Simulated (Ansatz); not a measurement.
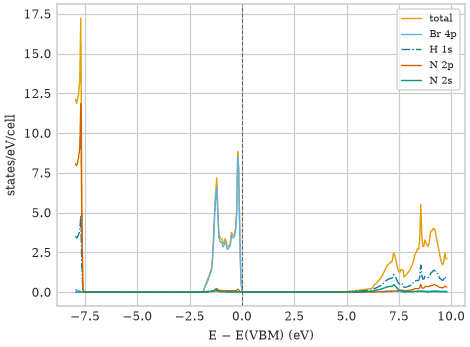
*Total and projected density of states of H₄BrN in space group P-43m (No. 215; H on 4e, Br on 1b, N on 1a), DFT-r²SCAN+D4 in the program Ansatz with PAW potentials*

Q: Which orbitals carry the states next to the gap?

A: Top 1 eV of the valence band: Br 4p 95 %. Bottom 1 eV of the conduction band: H 1s 54 %, N 2s 25 %, Br 4s 6 %, outside the projected shells 11 %. Projections are on Löwdin-orthogonalised atomic valence shells; empty p or d shells of many metals are not among them.

The first step of the workflow began from a Materials Project structure, measured or hypothetical; the Crystallography Open Database files this formula in space group No. 215, but the cells were not matched. Whether it is the stable phase at ambient conditions was not checked. The r²SCAN+D4 relaxation kept the symmetry of its start; phonons on a q-mesh show no instability. Spin–orbit coupling is left out wherever it is not named.

Potentials: the later of the program's two PAW sets.
